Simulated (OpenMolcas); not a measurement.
## Single-point calculation of C₂H₈N₂ (part 3 of 4)

C₂H₈N₂, multiplicity 3; HF/3-21G, UHF (OpenMolcas 26.06). The geometry is that of the parent species in another charge or spin state. The geometry comes from this level: PBE0-D4/def2-TZVP.

Geometry of the input (Å):
```
C  -0.5497  1.0261  -0.5905
N  0.2544  -0.1531  -0.3666
C  0.9464  -0.0581  0.8981
N  -0.6615  -1.2741  -0.2627
H  -1.0587  0.9502  -1.5552
H  -1.3105  1.1704  0.1943
H  0.1036  1.8994  -0.6241
H  1.6106  0.8073  0.8744
H  1.5612  -0.9492  1.0520
H  0.2530  0.0379  1.7498
H  -1.0816  -1.3604  -1.1854
H  -0.0671  -2.0963  -0.1840
```

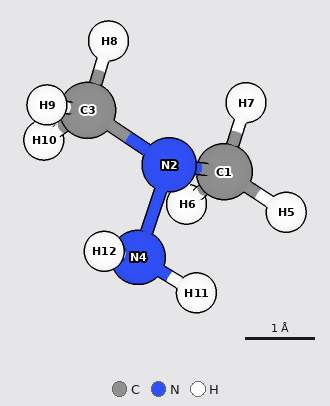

Fig. 1: The input geometry (ball-and-stick view, seen at a tilt; atoms are numbered from 1 in the order of the input).

The program's output, continued:
```
        1 C1     1s         0.0508    0.0254    0.0251    0.0093   -0.0184   -0.0153    0.0159    0.0255    0.0148   -0.0134
        2 C1     1s        -0.0531   -0.0321   -0.0289   -0.0091    0.0142    0.0171   -0.0187   -0.0118   -0.0204    0.0175
        3 C1     1s        -0.0974   -0.0091    0.0054   -0.0067    0.0855    0.0235   -0.0651   -0.2830   -0.2341    0.1095
        4 C1     2px       -0.1157    0.1093   -0.0812    0.0105    0.0323    0.0412   -0.0241    0.0263   -0.0162    0.0519
        5 C1     2px       -0.0646    0.0937   -0.0140    0.0187    0.0310    0.0008   -0.0080    0.0608   -0.2014    0.1434
        6 C1     2py        0.1975    0.0780    0.1583    0.0560   -0.0474   -0.0541    0.0294   -0.0157    0.0231   -0.0592
        7 C1     2py        0.1114    0.0251    0.0867    0.0221   -0.0352   -0.0449   -0.0218   -0.1326   -0.1772   -0.1184
        8 C1     2pz       -0.0426   -0.1725    0.0203    0.0241    0.0460   -0.0247    0.0083    0.0268   -0.0082    0.0378
        9 C1     2pz       -0.0697   -0.1270    0.0344    0.0330    0.0451   -0.0227    0.0016    0.1057    0.0234    0.0949
       10 N2     1s        -0.0008    0.0950    0.1062    0.0524   -0.0002    0.0822   -0.0254    0.0109    0.0642   -0.0004
       11 N2     1s         0.0007   -0.0810   -0.1077   -0.0411    0.0001   -0.0885    0.0329   -0.0055   -0.0391    0.0009
       12 N2     1s         0.0029   -0.3444   -0.4269   -0.2647    0.0012   -0.3114    0.1112   -0.1369   -0.4955    0.0030
       13 N2     2px        0.2505    0.0941   -0.1193   -0.0024   -0.0502   -0.1872    0.2142   -0.0613    0.4306    0.0244
       14 N2     2px        0.2471    0.0859   -0.0940    0.0387   -0.0488   -0.2282    0.2605   -0.0631    0.3269    0.1320
       15 N2     2py       -0.1823    0.0400   -0.2616   -0.0279    0.0349    0.1483   -0.0006   -0.0551    0.2576   -0.0185
       16 N2     2py       -0.1796    0.0335   -0.2652    0.0198    0.0332    0.1708   -0.0209   -0.1204    0.6351   -0.0957
       17 N2     2pz        0.2498   -0.0614   -0.0697   -0.0194   -0.0499    0.2963   -0.2161    0.0217   -0.2455    0.0254
       18 N2     2pz        0.2463   -0.0579   -0.0978   -0.0259   -0.0482    0.3539   -0.2774   -0.0239    0.1350    0.1322
       19 C3     1s        -0.0507    0.0247    0.0247    0.0095    0.0185   -0.0152    0.0160    0.0254    0.0149    0.0137
       20 C3     1s         0.0532   -0.0314   -0.0286   -0.0093   -0.0143    0.0170   -0.0188   -0.0118   -0.0206   -0.0158
       21 C3     1s         0.0964   -0.0077    0.0067   -0.0077   -0.0858    0.0232   -0.0655   -0.2819   -0.2354   -0.1138
       22 C3     2px       -0.1266    0.2012    0.0582    0.0165    0.0574   -0.0032    0.0058   -0.0245    0.0167    0.0526
       23 C3     2px       -0.1079    0.1318    0.0195   -0.0084    0.0501   -0.0080   -0.0152   -0.1466   -0.1629    0.1162
       24 C3     2py       -0.0243    0.0084    0.0569    0.0517   -0.0169   -0.0219    0.0081    0.0210   -0.0004   -0.0175
       25 C3     2py        0.0122   -0.0047    0.0620    0.0417   -0.0225   -0.0387   -0.0165    0.0175   -0.2072   -0.0625
       26 C3     2pz       -0.1949   -0.0803    0.1588    0.0300    0.0437   -0.0690    0.0380   -0.0237    0.0247    0.0670
       27 C3     2pz       -0.0992   -0.0875    0.0678    0.0057    0.0356   -0.0312   -0.0055   -0.1006    0.0637    0.1643
       28 N4     1s        -0.0005    0.0398   -0.0103   -0.1849    0.0013   -0.0496   -0.0426    0.1335   -0.0513   -0.0007
       29 N4     1s         0.0005   -0.0454   -0.0022    0.1928   -0.0015    0.0513    0.0412   -0.0853    0.0063    0.0083
       30 N4     1s         0.0012   -0.0599    0.0765    0.6507   -0.0047    0.2103    0.1561   -1.2827    0.4338   -0.0089
       31 N4     2px        0.0468   -0.0498    0.0828   -0.0135    0.2602   -0.1227   -0.2960   -0.0171    0.4640    0.1190
       32 N4     2px        0.0276   -0.0253    0.0867    0.0184    0.2503   -0.1391   -0.3125   -0.0709    0.2239    0.6004
       33 N4     2py       -0.0332   -0.0887    0.2028   -0.1452   -0.1859    0.0652    0.0574    0.1261    0.2260   -0.0919
       34 N4     2py       -0.0196   -0.0419    0.2230   -0.0901   -0.1792    0.0652    0.1066    0.3342    0.6098   -0.4318
       35 N4     2pz        0.0460   -0.0137    0.0622   -0.0884    0.2572    0.1729    0.3419    0.1110   -0.3030    0.1162
       36 N4     2pz        0.0269   -0.0046    0.0730   -0.0803    0.2478    0.1896    0.3950    0.3201    0.2229    0.5942
       37 H5     1s         0.0360    0.0506   -0.0176   -0.0251   -0.0286    0.0318   -0.0218   -0.0161    0.0151   -0.0168
       38 H5     1s         0.0522    0.0474   -0.0163   -0.0062   -0.0451    0.0310   -0.0138    0.1888    0.0280    0.0829
       39 H6     1s         0.0155   -0.1479    0.0439    0.0068    0.0181   -0.0587    0.0336   -0.0210   -0.0335    0.0040
       40 H6     1s         0.0426   -0.1300    0.0484    0.0084    0.0074   -0.0994    0.1051    0.0448   -0.0167    0.0191
       41 H7     1s         0.0290    0.0764    0.0587    0.0337   -0.0083    0.0069   -0.0096    0.0337    0.0187   -0.0083
       42 H7     1s         0.0388    0.0778    0.0756    0.0347   -0.0255    0.0173    0.0183    0.2144    0.2216   -0.0301
       43 H8     1s        -0.0304    0.0752    0.0586    0.0337    0.0088    0.0070   -0.0094    0.0336    0.0191    0.0082
       44 H8     1s        -0.0401    0.0766    0.0753    0.0349    0.0260    0.0176    0.0186    0.2141    0.2236    0.0270
       45 H9     1s        -0.0368    0.0502   -0.0176   -0.0242    0.0284    0.0317   -0.0219   -0.0161    0.0149    0.0170
       46 H9     1s        -0.0528    0.0468   -0.0165   -0.0052    0.0448    0.0311   -0.0138    0.1874    0.0279   -0.0795
       47 H10    1s        -0.0139   -0.1472    0.0440    0.0066   -0.0179   -0.0588    0.0335   -0.0210   -0.0338   -0.0036
       48 H10    1s        -0.0409   -0.1298    0.0483    0.0083   -0.0072   -0.0995    0.1051    0.0445   -0.0175   -0.0202
       49 H11    1s        -0.0234    0.0053   -0.0647    0.1398   -0.2022   -0.0207   -0.0508    0.0818    0.0407   -0.0460
       50 H11    1s         0.0071    0.0142   -0.0538    0.0438   -0.1493   -0.0308    0.0603    0.9306    0.1047    1.3439
       51 H12    1s         0.0237    0.0057   -0.0666    0.1428    0.1995   -0.0202   -0.0511    0.0813    0.0407    0.0392
       52 H12    1s        -0.0071    0.0141   -0.0553    0.0460    0.1484   -0.0303    0.0597    0.9258    0.1015   -1.3357

          Orbital           21        22        23        24        25        26        27        28        29        30
          Energy            1.4462    0.6270    0.6605    0.5826    0.6089    0.9119    0.4676    0.5426    0.9534    0.7475
          Occ. No.          0.0006    0.0005    0.0001    0.0001    0.0001    0.0001    0.0000    0.0000    0.0000    0.0000

        1 C1     1s        -0.0165   -0.0501   -0.0702    0.0886   -0.0829    0.0355   -0.0407    0.0810   -0.0188    0.0390
        2 C1     1s        -0.0671    0.0247    0.0943   -0.1545    0.0866   -0.1230    0.0893   -0.1238    0.3283   -0.2787
        3 C1     1s         0.3075    0.4872    0.5177   -0.6867    0.8037   -0.4710    0.2335   -0.7171   -0.1045   -0.1824
        4 C1     2px       -0.0359    0.1998   -0.0672   -0.1874    0.2227    0.0765   -0.2756   -0.1676   -0.3145    0.2699
        5 C1     2px       -0.1875    0.4540   -0.1409   -0.2287    0.1740   -0.0528   -0.3439   -0.1145    0.1640    0.1000
        6 C1     2py        0.1760   -0.2712   -0.1732    0.3105    0.1649   -0.0190   -0.0697   -0.3683   -0.0368   -0.1036
        7 C1     2py        0.0735   -0.4218   -0.0881    0.3443    0.5022   -0.2231   -0.0225   -0.4212   -0.1552    0.1249
        8 C1     2pz       -0.0292    0.0042    0.1668    0.0165   -0.0269   -0.1764    0.2817   -0.0822   -0.5717    0.4238
        9 C1     2pz       -0.1415   -0.0863    0.3478    0.0403   -0.3520   -0.4054    0.5935   -0.1168    0.1956   -0.1665
       10 N2     1s        -0.0398    0.1574    0.0395    0.0004    0.0230   -0.0292   -0.0002    0.0001   -0.0060   -0.0009
       11 N2     1s        -0.0485   -0.2349   -0.1573   -0.0013   -0.2006   -0.2103   -0.0014   -0.0007    0.2653    0.0312
       12 N2     1s         0.4761   -1.2100   -0.1375   -0.0026    0.1342    0.5061    0.0036    0.0013   -0.5457   -0.0591
       13 N2     2px        0.0790   -0.1686    0.3600   -0.4091    0.0859    0.1495    0.0125   -0.0324    0.0828    0.0962
       14 N2     2px       -0.1376    0.2639   -0.3424   -0.3804   -0.1617   -0.4472   -0.0628    0.0909   -0.0054   -0.0357
       15 N2     2py        0.0648   -0.1100   -0.2077    0.2963   -0.1725   -0.2813   -0.0101    0.0237    0.0944   -0.0519
       16 N2     2py        0.0406   -0.3022   -0.2384    0.2710    0.1466    0.0648    0.0466   -0.0663    0.0734    0.0282
       17 N2     2pz       -0.0319    0.0912   -0.5077   -0.4119   -0.2135   -0.3548    0.0105   -0.0334   -0.0334    0.0796
       18 N2     2pz        0.1721   -0.4823    0.1763   -0.3753    0.2656    0.5019   -0.0575    0.0924    0.0583   -0.0239
       19 C3     1s        -0.0161   -0.0496   -0.0691   -0.0891   -0.0823    0.0352    0.0409   -0.0816   -0.0100   -0.0416
       20 C3     1s        -0.0670    0.0237    0.0920    0.1537    0.0854   -0.1219   -0.0909    0.1241    0.2657    0.3451
       21 C3     1s         0.3018    0.4837    0.5104    0.6915    0.7986   -0.4714   -0.2362    0.7265   -0.1438    0.1508
       22 C3     2px        0.1175   -0.1175   -0.2426   -0.1304    0.1571    0.1426    0.3231    0.1829    0.2882    0.4096
       23 C3     2px        0.1165   -0.0802   -0.3507   -0.1253    0.5958    0.1748    0.5596    0.1819   -0.1658   -0.2619
       24 C3     2py        0.0648   -0.0401   -0.0421   -0.0826    0.2058   -0.0666    0.0389    0.3611   -0.4477   -0.4396
       25 C3     2py       -0.1455   -0.0335    0.0688   -0.0926    0.1883   -0.3917   -0.1339    0.3835    0.1271   -0.0032
       26 C3     2pz        0.1240   -0.3108   -0.0076   -0.3300   -0.0884   -0.1047   -0.2393    0.0947    0.0637    0.1967
       27 C3     2pz        0.1633   -0.6179    0.1375   -0.3903    0.0727   -0.1648   -0.3863    0.1769   -0.1881    0.0019
       28 N4     1s         0.0739   -0.0196    0.0080    0.0002    0.0161    0.0619    0.0003    0.0000   -0.0163   -0.0016
       29 N4     1s        -0.8816   -0.2670   -0.0191   -0.0015    0.0644   -0.4110   -0.0029    0.0010    0.2503    0.0272
       30 N4     1s         0.9676    0.7251   -0.1009    0.0012   -0.4635    0.1137    0.0012   -0.0031   -0.3285   -0.0373
       31 N4     2px        0.0737    0.0431   -0.1642    0.0154    0.0229    0.0410   -0.0048   -0.1061   -0.1563   -0.1845
       32 N4     2px       -0.1375    0.1174    0.0324    0.1366    0.0246   -0.2506    0.0772    0.1830    0.2980    0.1055
       33 N4     2py        0.5006    0.3039   -0.0763   -0.0115   -0.2373   -0.4171    0.0010    0.0770   -0.0203    0.1200
       34 N4     2py       -0.5379   -0.1680   -0.1272   -0.1022    0.5248   -0.0197   -0.0545   -0.1299    0.2721   -0.0253
       35 N4     2pz        0.2974    0.1797    0.1104    0.0162   -0.1951   -0.3445   -0.0083   -0.1063    0.1841   -0.1464
       36 N4     2pz       -0.2478   -0.2374   -0.1279    0.1350    0.3565    0.2362    0.0799    0.1834   -0.1138    0.0630
       37 H5     1s        -0.0012   -0.0431    0.0195    0.0109   -0.1211   -0.0021    0.0611    0.1173   -0.0117    0.0891
       38 H5     1s        -0.2884   -0.0931    0.0481    0.2179   -0.4018   -0.3302    0.2905   -0.1632   -0.3470    0.3854
       39 H6     1s        -0.0223    0.0658   -0.1294   -0.0127    0.0365    0.0569   -0.2845    0.0839    0.3133   -0.1394
       40 H6     1s        -0.1097    0.3076   -0.7222    0.0518    0.0148    0.4841   -0.9305    0.3249   -0.1945    0.3769
       41 H7     1s        -0.0049   -0.0751    0.0258    0.0282   -0.1314    0.0419    0.0735    0.2417    0.1249   -0.0935
       42 H7     1s        -0.1206   -0.1056    0.0841    0.1088   -0.9273    0.4424    0.2810    0.9402    0.0816   -0.0469
       43 H8     1s        -0.0045   -0.0750    0.0255   -0.0278   -0.1283    0.0422   -0.0735   -0.2429    0.1031    0.1192
       44 H8     1s        -0.1195   -0.1056    0.0821   -0.1052   -0.9157    0.4450   -0.2820   -0.9540    0.0689    0.0565
       45 H9     1s        -0.0007   -0.0431    0.0197   -0.0105   -0.1185   -0.0030   -0.0623   -0.1163    0.0115   -0.0822
       46 H9     1s        -0.2864   -0.0928    0.0495   -0.2165   -0.3989   -0.3250   -0.2964    0.1597   -0.2508   -0.4475
       47 H10    1s        -0.0222    0.0661   -0.1283    0.0116    0.0354    0.0535    0.2853   -0.0834    0.2792    0.2064
       48 H10    1s        -0.1102    0.3088   -0.7182   -0.0569    0.0134    0.4724    0.9384   -0.3240   -0.1111   -0.4067
       49 H11    1s         0.4951    0.0497    0.0381   -0.0446   -0.0569    0.1213    0.1112    0.0062   -0.0124   -0.1078
       50 H11    1s        -0.5980   -0.3486   -0.1055    0.2380    0.4789   -0.1497   -0.0684    0.1173    0.2580    0.0097
       51 H12    1s         0.4947    0.0501    0.0370    0.0466   -0.0577    0.1214   -0.1105   -0.0058   -0.0338    0.1065
       52 H12    1s        -0.6147   -0.3572   -0.1025   -0.2431    0.4819   -0.1501    0.0694   -0.1121    0.2482    0.0434

          Orbital           31        32        33        34        35        36        37        38        39        40
          Energy            2.5887    2.2104    1.4892    1.7724    0.9348    1.0778    1.3756    1.1515    1.0814    1.1245
          Occ. No.          0.0000    0.0000    0.0000    0.0000    0.0000    0.0000    0.0000    0.0000    0.0000    0.0000

        1 C1     1s        -0.0416   -0.0005    0.0191   -0.0171    0.0548    0.0472    0.0279    0.0215    0.0092    0.0013
        2 C1     1s        -0.0305   -0.3015   -1.1513   -1.2830    0.3754    0.2799    0.3118    0.1534    0.1696    0.0533
        3 C1     1s         0.8377    0.1072    2.1587    2.8152   -1.6231   -1.3879   -0.8751   -0.2445    0.1176   -0.0160
        4 C1     2px        0.1912    0.1652   -0.0575    0.0115   -0.0474   -0.1417    0.1434   -0.1693   -0.1000   -0.0976
        5 C1     2px        0.2307   -0.4450    0.3276    0.2297    0.7148    0.7459   -0.2860    0.5154    0.5246    0.0833
        6 C1     2py       -0.0789    0.1008   -0.0485   -0.0432    0.1536    0.0495   -0.0223   -0.3009   -0.2601    0.5666
        7 C1     2py       -0.5133   -0.0950    0.2200    0.0214    0.2144   -0.0577    0.1806    0.4894    0.5319   -0.9694
        8 C1     2pz        0.1045   -0.0014   -0.1134   -0.1030   -0.1476   -0.2127   -0.3858    0.0497    0.0350    0.0752
        9 C1     2pz        0.0173   -0.4100    0.2436    0.4891    0.2318    0.9910    1.0053   -0.0982    0.0200    0.1070
       10 N2     1s         0.0031   -0.0387    0.0181    0.0003   -0.0290    0.0003   -0.0336   -0.0139   -0.0001   -0.0020
       11 N2     1s         1.7508   -0.5976    0.1180    0.0026   -0.1486    0.0028   -0.4184   -0.1058    0.0007   -0.2331
       12 N2     1s        -2.8994    1.6311   -0.9310   -0.0104    0.4391   -0.0140    1.4020    0.5861   -0.0016   -0.2247
       13 N2     2px       -0.0892    0.0775    0.0149    0.0093    0.2937    0.0527   -0.2187    0.1246   -0.1867   -0.0977
       14 N2     2px        0.2473   -0.5293   -0.0299    0.3684   -0.4641   -0.1949    0.1789   -0.3272    0.1019    0.0252
       15 N2     2py       -0.2158   -0.1819   -0.0881   -0.0084    0.0131   -0.0370   -0.2732    0.1414    0.1394    0.0874
       16 N2     2py       -0.1670   -0.1125   -0.1647   -0.2610    0.0921    0.1452   -0.0031   -0.3839   -0.0780   -0.4241
       17 N2     2pz       -0.0689   -0.2117   -0.0778    0.0109   -0.2835    0.0508    0.0180   -0.0318   -0.1886    0.1640
       18 N2     2pz       -0.3687    0.4517   -0.0920    0.3611    0.5314   -0.1945   -0.1806    0.0711    0.1077   -0.3377
       19 C3     1s        -0.0414   -0.0009    0.0198    0.0164    0.0558   -0.0474    0.0277    0.0212   -0.0090    0.0017
       20 C3     1s        -0.0337   -0.3025   -1.1521    1.2794    0.3798   -0.2821    0.3101    0.1470   -0.1690    0.0556
       21 C3     1s         0.8377    0.1106    2.1544   -2.8023   -1.6433    1.3916   -0.8765   -0.2458   -0.1180   -0.0249
       22 C3     2px       -0.0908    0.0947    0.0507   -0.0578    0.1950   -0.1624    0.3248   -0.2550    0.1960    0.2589
       23 C3     2px       -0.2606    0.1761   -0.0045    0.3249    0.0795    0.6603   -0.7560    0.4880   -0.3893   -0.6573
       24 C3     2py        0.1265    0.1531   -0.1256    0.0750   -0.0225    0.1699   -0.1480   -0.2453    0.1919    0.3187
       25 C3     2py       -0.1580   -0.5500    0.4585   -0.4245    0.6819   -0.9575    0.5054    0.5209   -0.6272   -0.4529
       26 C3     2pz       -0.1747   -0.0732   -0.0074    0.0585    0.0932   -0.0892   -0.2088   -0.0258    0.0625    0.4154
       27 C3     2pz       -0.4731    0.2117   -0.0831    0.0641   -0.4003    0.4017    0.5475   -0.1402    0.1022   -0.5956
       28 N4     1s        -0.0132    0.0139    0.0000   -0.0003   -0.0123   -0.0004    0.0265    0.0021    0.0001    0.0347
       29 N4     1s         0.2481    1.3429    0.0199   -0.0025   -0.0386   -0.0041    0.2605   -0.0590    0.0011    0.3762
       30 N4     1s         0.0630   -2.1907   -0.0252    0.0072    0.1245    0.0111   -0.5378   -0.1842   -0.0038   -0.7634
       31 N4     2px        0.1818    0.0477   -0.0489    0.1797   -0.3362    0.3280    0.3898    0.1729   -0.3426   -0.0009
       32 N4     2px       -0.0321   -0.4439    0.0804   -0.1979    0.3861   -0.3233   -0.6720   -0.3163    0.3801   -0.2429
       33 N4     2py        0.1806    0.3587   -0.0384   -0.1316   -0.0986   -0.2420    0.1788    0.1374    0.2438   -0.1370
       34 N4     2py        0.0769   -0.7286    0.1072    0.1488    0.0973    0.2431   -0.3585   -0.3038   -0.2687   -0.1246
       35 N4     2pz       -0.0486    0.2237    0.0199    0.1791    0.2663    0.3303   -0.2588   -0.0743   -0.3323   -0.0927
       36 N4     2pz        0.0848   -0.0968   -0.0004   -0.2010   -0.3147   -0.3319    0.4104    0.0863    0.3692    0.1485
       37 H5     1s        -0.0203   -0.0014    0.2139    0.1893    0.0228   -0.0309   -0.0061    0.3008    0.2903    0.1497
       38 H5     1s        -0.0567   -0.5284   -0.3298   -0.4014    1.0903    1.5266    0.9488   -0.0813    0.0816   -0.0700
       39 H6     1s        -0.0890   -0.1368    0.1371    0.1137    0.0274    0.1648    0.3120   -0.2765    0.2383   -0.1333
       40 H6     1s         0.0603    0.2487   -0.5940   -0.9329    0.7013    0.1569   -0.7219    0.7101    0.0366    0.0873
       41 H7     1s        -0.0281   -0.0135   -0.0139    0.0372   -0.0422    0.0984    0.1340    0.5948    0.3209    0.2892
       42 H7     1s        -0.0794    0.2642   -0.8000   -0.7928   -0.2032    0.0104    0.0593   -0.9025   -0.9771    0.1161
       43 H8     1s        -0.0287   -0.0141   -0.0114   -0.0414   -0.0414   -0.0980    0.1299    0.5912   -0.3254    0.2908
       44 H8     1s        -0.0787    0.2656   -0.7990    0.7925   -0.2023   -0.0182    0.0739   -0.9055    0.9815    0.1290
       45 H9     1s        -0.0211   -0.0049    0.2154   -0.1920    0.0266    0.0262   -0.0124    0.2947   -0.2834    0.1465
       46 H9     1s        -0.0555   -0.5287   -0.3228    0.3992    1.1097   -1.5174    0.9484   -0.0917   -0.0949   -0.0479
       47 H10    1s        -0.0903   -0.1373    0.1390   -0.1180    0.0290   -0.1678    0.3093   -0.2837   -0.2347   -0.1272
       48 H10    1s         0.0629    0.2467   -0.5953    0.9310    0.7069   -0.1521   -0.7246    0.7235   -0.0318    0.0676
       49 H11    1s         0.1432    0.3162    0.0072    0.0107    0.1323    0.4368    0.1908   -0.1544    0.1579    0.2639
       50 H11    1s        -0.0592    0.1006    0.0479   -0.0873   -0.1887   -0.7445   -0.0590    0.1273    0.1808   -0.1623
       51 H12    1s         0.1424    0.3142    0.0082   -0.0150    0.1336   -0.4405    0.1858   -0.1418   -0.1547    0.2588
       52 H12    1s        -0.0563    0.1088    0.0445    0.0881   -0.1943    0.7408   -0.0524    0.1226   -0.1780   -0.1582

          Orbital           41        42        43        44        45        46        47        48        49        50
          Energy            1.1311    1.0556    1.0555    1.2226    1.2361    1.1184    1.3749    1.4473    1.6262    1.7427
          Occ. No.          0.0000    0.0000    0.0000    0.0000    0.0000    0.0000    0.0000    0.0000    0.0000    0.0000
```
